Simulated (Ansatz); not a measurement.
GeH$_{3}$N···HF

Input file:

```
crystal:
  periodic: [false, false, false]
  atoms:
    - { symbol: Ge, position_ang: [-0.824878, -0.199752, 0.456555] }
    - { symbol: F, position_ang: [2.171792, -0.584288, -0.084086] }
    - { symbol: "N", position_ang: [-0.45209, 0.651626, -0.983654] }
    - { symbol: H, position_ang: [1.687316, -0.19207, -0.754681] }
    - { symbol: H, position_ang: [-0.784914, -1.729001, 0.411702] }
    - { symbol: H, position_ang: [-1.266655, 0.386093, 1.816809] }
    - { symbol: H, position_ang: [-0.530671, 1.667393, -0.862646] }
basis:
  gaussian: { orbitals: def2-SVP }
hamiltonian:
  xc: b3lyp
  dispersion: d4
relax:
  f_tol: 0.03
  max_steps: 50
output:
  orbitals: {}
```

Command:

```sh
ansatz run input.yaml --threads 2 --pin off --max-ram 3072MiB --backend cpu --events-out ev --progress --plain --runs-dir out
```

The fields are those of the run's last geometry, not of the input's.

All numbers below come from RKS B3LYP-D4/def2-SVP (Ansatz).

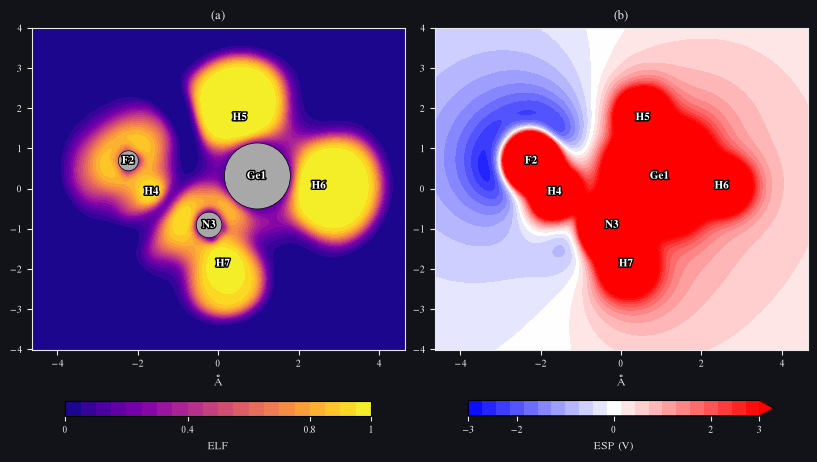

Figure 1. (a) ELF; (b) molecular electrostatic potential on the molecular plane. Grey discs cover the atomic cores in the ELF map.

Describe what can be read from this map.

The section cuts through Ge, F, N and H sites. N3···H4 (1.66 Å): the ELF dips to about 0.20 between them; by its geometry a hydrogen bond between the two molecules, with no shared pair. Ge–N (1.71 Å): the ELF peaks at about 0.85 in the valence shell of N, 0.6 Å from its nucleus, and is about 0.45 at the midpoint. F–H (0.96 Å): the ELF climbs to about 0.95 towards the hydrogen, as it does in any bond to H: an ordinary covalent bond to hydrogen. N–H (1.02 Å): the ELF climbs to about 1 towards the hydrogen: a covalent bond by its length. Ge–H (1.53 Å): the ELF climbs to about 1 towards the hydrogen. The ELF also peaks beside F2, away from the bonds: lone-pair regions. Outside the dense part of the complex the potential is most negative (−2.6 V) near F2.

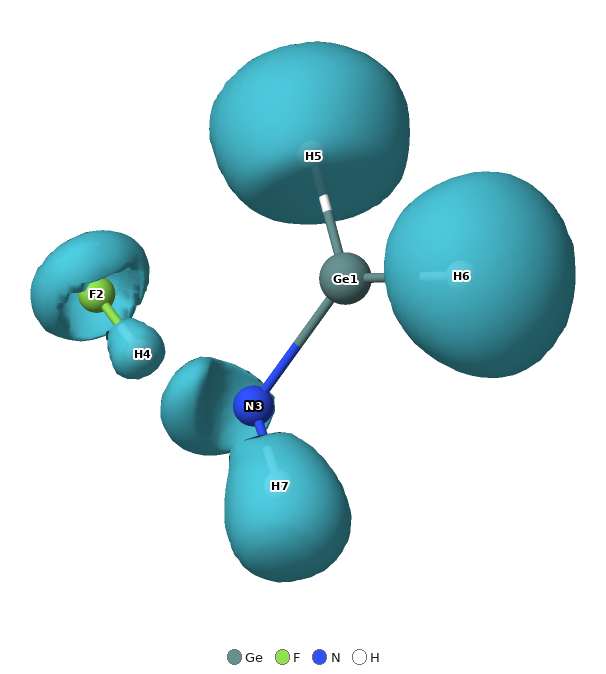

Figure 2. Isosurface of the electron localisation function at 0.85 (cyan), seen at a tilt. Only the valence region is drawn (cores and ρ < 0.01 e/Å³ removed).

What do the ELF domains correspond to?

The ELF exceeds this value in four regions around hydrogen nuclei, one lobe on N, pointing away from the bonds (lone pairs) and one region wrapped around F (its valence shell).

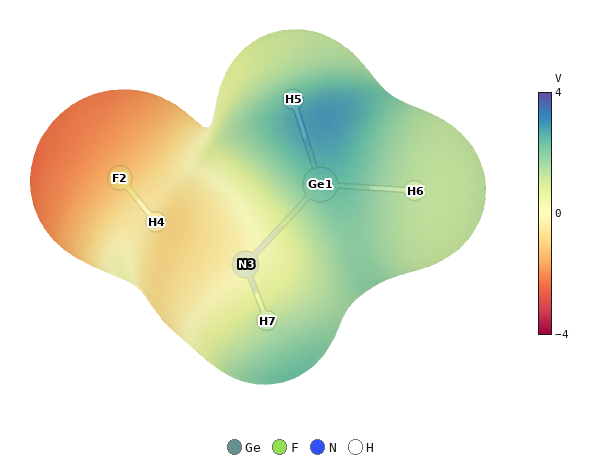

Figure 3. The molecular electrostatic potential painted on the density surface at 0.004 e/bohr³, seen at a tilt; red is negative and blue positive.

Which sites attract a positive test charge, and which a negative one?

A positive charge is drawn to the negative regions and a negative charge to the positive ones. The most negative region (about −2.4 V) lies over F2, the most positive (about +3.1 V) over Ge1.
